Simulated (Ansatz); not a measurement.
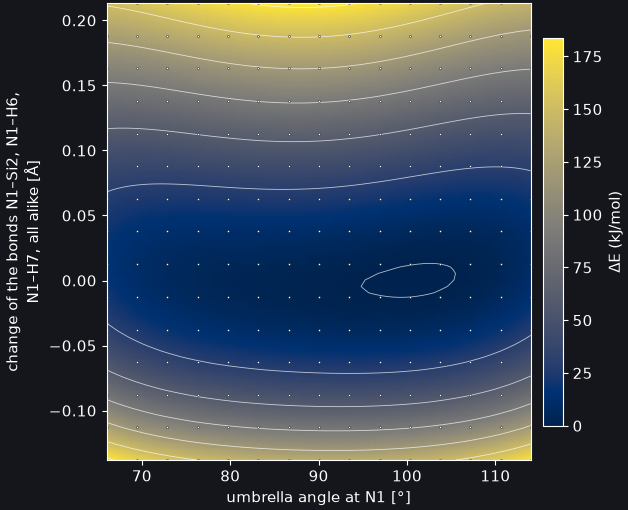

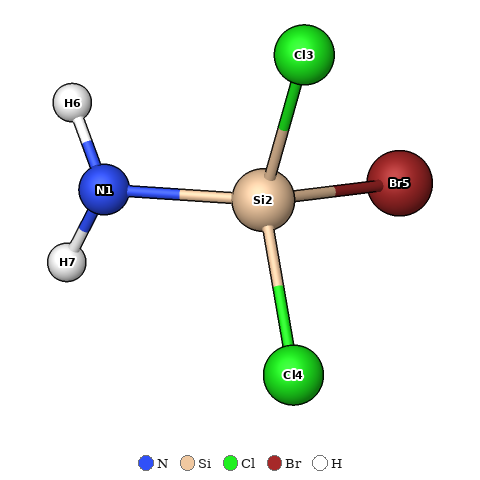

Energy landscape of BrCl2H2NSi, SMILES N[Si](Cl)(Cl)Br. First axis: umbrella angle at N1 (between each of its bonds and their common axis; 90 is planar). Second axis: change of the bonds N1–Si2, N1–H6, N1–H7, all alike. Nothing is relaxed (all other coordinates rigid). The scan uses a 15 × 15 grid. Points are written as (first, second). Energies are in kJ/mol, from the lowest grid point. Theory: RKS PBE-D4/def2-SVP in Ansatz.

The picture shows a smooth colour map with a few white contour lines, dots at the grid points. Between grid points the surface is interpolated. The second picture is the structure at the lowest point.

### Describe this landscape.

The lowest grid point is at (103.7°, 0.013 Å). It is the only kind of minimum in the scanned range. The highest grid point, (86.6°, 0.213 Å), lies 184 kJ/mol above the lowest.

The values on the grid:

| second ↓, first → | 66.0 | 69.4 | 72.9 | 76.3 | 79.7 | 83.1 | 86.6 | 90.0 | 93.4 | 96.9 | 100.3 | 103.7 | 107.1 | 110.6 | 114.0 |
| --- | --- | --- | --- | --- | --- | --- | --- | --- | --- | --- | --- | --- | --- | --- | --- |
| 0.213 | 152 | 157 | 164 | 170 | 177 | 181 | 184 | 184 | 181 | 176 | 169 | 162 | 154 | 147 | 142 |
| 0.188 | 125 | 129 | 134 | 140 | 145 | 149 | 151 | 151 | 149 | 144 | 138 | 131 | 125 | 119 | 115 |
| 0.163 | 100 | 102 | 106 | 111 | 115 | 118 | 120 | 120 | 118 | 114 | 109 | 103 | 97 | 93 | 90 |
| 0.138 | 77 | 78 | 81 | 84 | 88 | 90 | 92 | 91 | 89 | 86 | 81 | 77 | 72 | 69 | 68 |
| 0.113 | 57 | 57 | 58 | 61 | 63 | 65 | 66 | 65 | 64 | 61 | 57 | 53 | 50 | 48 | 48 |
| 0.088 | 40 | 39 | 39 | 40 | 42 | 43 | 44 | 43 | 42 | 39 | 36 | 33 | 31 | 30 | 32 |
| 0.063 | 28 | 25 | 24 | 24 | 24 | 25 | 25 | 25 | 23 | 21 | 19 | 17 | 16 | 17 | 20 |
| 0.038 | 20 | 15 | 13 | 12 | 12 | 12 | 12 | 11 | 10 | 8 | 7 | 6 | 6 | 8 | 12 |
| 0.013 | 17 | 11 | 8 | 6 | 5 | 4 | 4 | 3 | 2 | 1 | 0 | 0 | 1 | 4 | 10 |
| −0.013 | 21 | 14 | 9 | 6 | 4 | 3 | 2 | 2 | 1 | 0 | 0 | 1 | 3 | 7 | 15 |
| −0.038 | 33 | 24 | 18 | 14 | 12 | 10 | 9 | 8 | 7 | 7 | 8 | 9 | 13 | 18 | 27 |
| −0.063 | 54 | 44 | 36 | 31 | 28 | 26 | 24 | 23 | 23 | 23 | 24 | 27 | 31 | 38 | 48 |
| −0.088 | 85 | 73 | 64 | 58 | 54 | 51 | 49 | 48 | 48 | 49 | 51 | 54 | 59 | 68 | 80 |
| −0.113 | 127 | 114 | 104 | 97 | 92 | 89 | 87 | 85 | 85 | 87 | 89 | 93 | 100 | 110 | 123 |
| −0.138 | 184 | 169 | 158 | 150 | 144 | 140 | 138 | 136 | 136 | 138 | 141 | 146 | 154 | 165 | 180 |

The whole map (225 points run) took 26 min on 1 thread of Arm Neoverse N1, with other jobs on the host.
